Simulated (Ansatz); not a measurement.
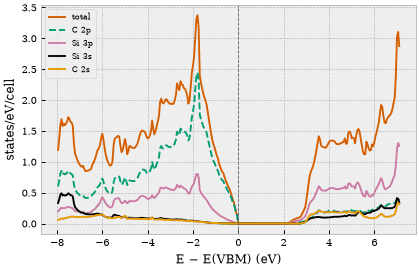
Total and projected density of states of SiC (wurtzite, space group No. 186), LDA (plane waves, PAW; program Ansatz)

### Question
Which orbitals carry the states next to the gap?

### Answer
Top 1 eV of the valence band: C 2p 84 %, Si 3p 12 %. Bottom 1 eV of the conduction band: Si 3p 46 %, C 2p 15 %, C 2s 9 %, Si 3s 7 %, outside the projected shells 22 %. Projections are on Löwdin-orthogonalised atomic valence shells; empty p or d shells of many metals are not among them.

### Question
Where is the tallest occupied peak in this window, and what makes it?

### Answer
Near -1.8 eV, about 3.4 states/eV per cell; the largest projected share is C 2p.

Space group P6_3mc (wurtzite). The LDA relaxation kept the symmetry of its start; phonons on a q-mesh show no instability.

Potentials: the later of the program's two PAW sets.
